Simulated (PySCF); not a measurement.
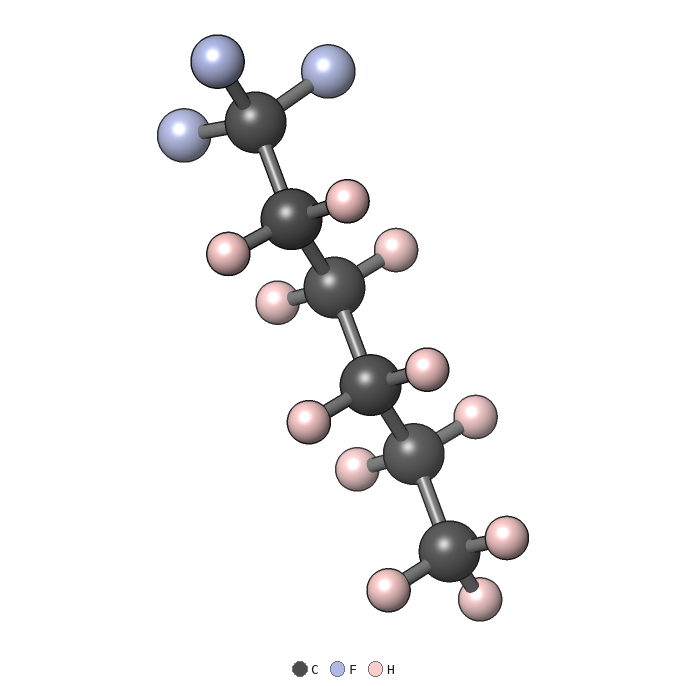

Rendered structure (ball-and-stick style). Every bond is drawn as one stick, whatever its order.

Computed geometry: GFN2-xTB optimisation. No frequency run is at hand to confirm it as a minimum.

Identify the structure.

It has 20 atoms: 6 carbon, 11 hydrogen and 3 fluorine (C6H11F3). As SMILES it reads `CCCCCC(F)(F)F`. It has no ring. Among its groups: C–F bond. The point group is Cs. Coordination: 6 C tetrahedral.

More results for the same structure follow; atom numbers are the same in all pictures, views and colours differ.

Electronic properties

No frequency run is at hand to confirm it as a minimum. Properties computed with PBE0/pcSseg-1, gas phase (PySCF 2.14.0).

What does the calculation give?

- dipole moment: 2.60 D
- HOMO energy (Kohn–Sham orbital): −9.31 eV
- LUMO energy (Kohn–Sham orbital): 1.29 eV
- HOMO–LUMO gap: 10.60 eV

NMR shielding

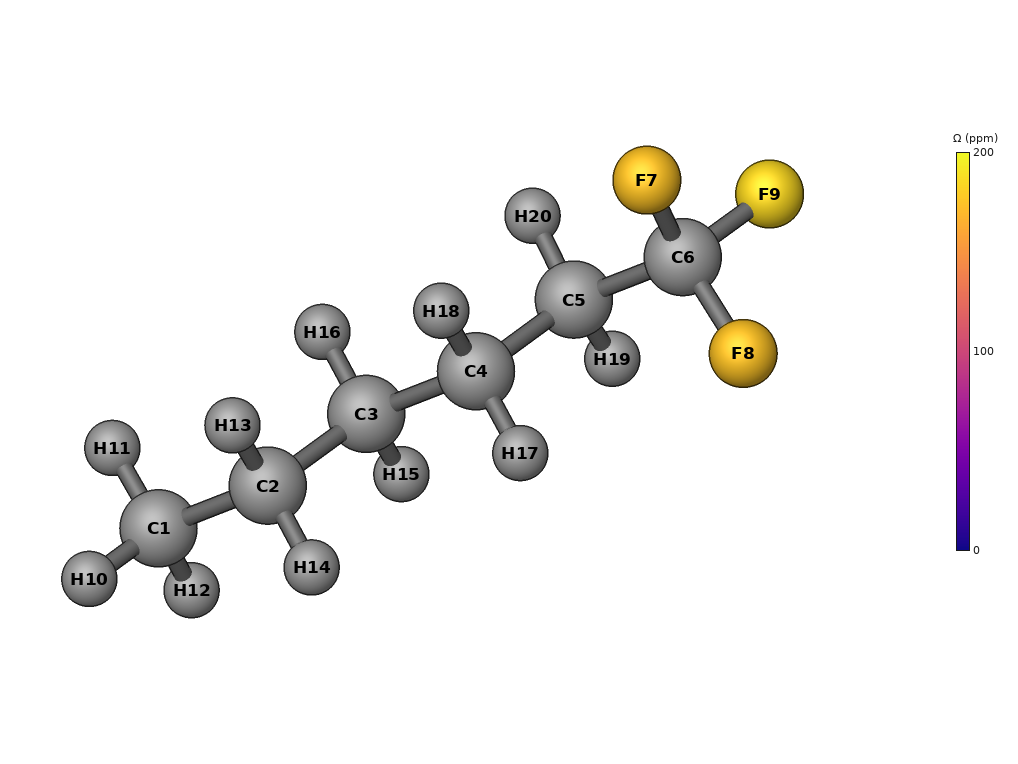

The F atoms are coloured by the span of their shielding tensor. No frequency run is at hand to confirm it as a minimum. Level of theory: GIAO PBE0/pcSseg-1 NMR shielding, non-relativistic, gas phase (PySCF 2.14.0). Principal shieldings σ11 ≤ σ22 ≤ σ33, span Ω = σ33 − σ11, skew κ = 3(σiso − σ22)/Ω.

Give the shielding tensors of the F atoms.

| atom | σ11 | σ22 | σ33 | σiso | Ω | κ |
| --- | --- | --- | --- | --- | --- | --- |
| F7, F8 | 170.6 | 268.0 | 345.1 | 261.2 | 174.4 | −0.12 |
| F9 | 159.4 | 247.4 | 344.5 | 250.4 | 185.2 | 0.05 |

Shieldings and span in ppm.

Bond orders

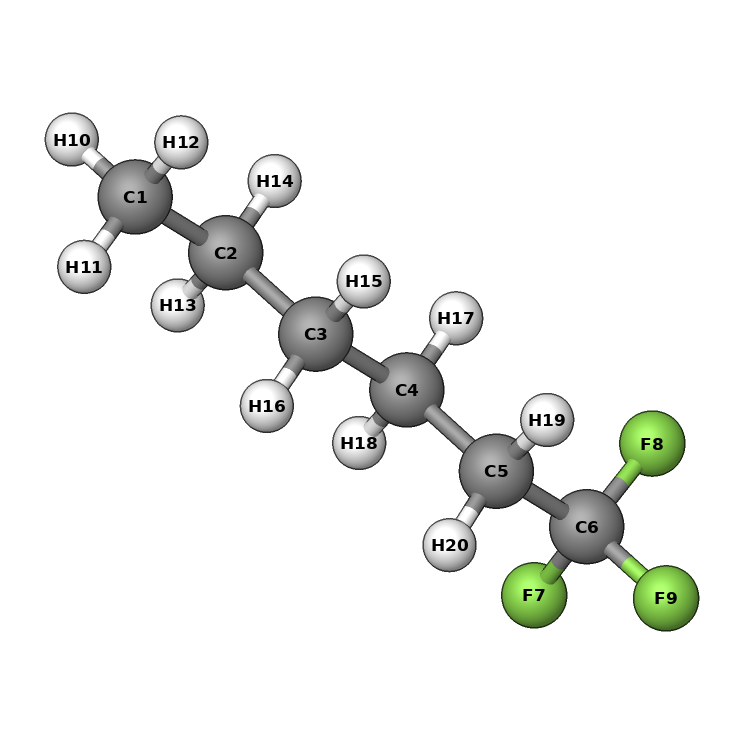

Every bond is drawn as one stick. No frequency run is at hand to confirm it as a minimum. Method: PBE0/pcSseg-1 (PySCF 2.14.0).

List the Mayer bond orders of C1–C2, C1–H10, C1–H11, C2–C3, C2–H13, C3–C4, C3–H15, C4–C5, C4–H17, C5–C6, C5–H19, C6–F7, C6–F9 (one bond of each equivalent set).

```json
{"bond": "C1–C2", "Mayer order": "1.07", "length (Å)": "1.524"}
{"bond": "C1–H10", "Mayer order": "0.97", "length (Å)": "1.087"}
{"bond": "C1–H11", "Mayer order": "0.97", "length (Å)": "1.088"}
{"bond": "C2–C3", "Mayer order": "1.04", "length (Å)": "1.527"}
{"bond": "C2–H13", "Mayer order": "0.95", "length (Å)": "1.092"}
{"bond": "C3–C4", "Mayer order": "1.04", "length (Å)": "1.526"}
{"bond": "C3–H15", "Mayer order": "0.95", "length (Å)": "1.092"}
{"bond": "C4–C5", "Mayer order": "1.01", "length (Å)": "1.529"}
{"bond": "C4–H17", "Mayer order": "0.94", "length (Å)": "1.092"}
{"bond": "C5–C6", "Mayer order": "1.04", "length (Å)": "1.513"}
{"bond": "C5–H19", "Mayer order": "0.93", "length (Å)": "1.092"}
{"bond": "C6–F7", "Mayer order": "0.99", "length (Å)": "1.342"}
{"bond": "C6–F9", "Mayer order": "0.99", "length (Å)": "1.345"}
```
